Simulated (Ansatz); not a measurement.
```xyz
6

Ge   -0.0796    0.0000    0.2316
Cl   -1.3067    0.0000    2.0394
H     1.3687    0.0000    0.6910
H    -0.4552    1.2631   -0.5349
H    -0.4552   -1.2631   -0.5349
Cl    0.9295    0.0000    3.8391
```

These are results of Ansatz, UKS BHLYP-D4/def2-SVP, not measurements.

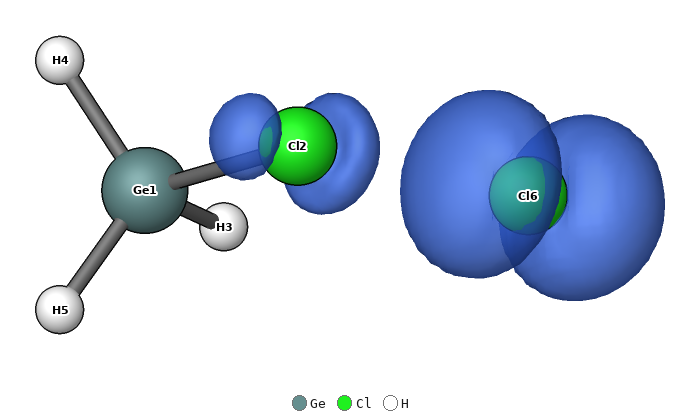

ClGeH3···Cl (doublet). Isosurface of the spin density at +0.04 e/Å³ (blue), seen from one side.

> Which atoms carry the spin?

The unpaired spin (1 electron) lies mostly on Cl6 (about 0.9) and Cl2 (about 0.1), in electrons by Hirshfeld's partition.
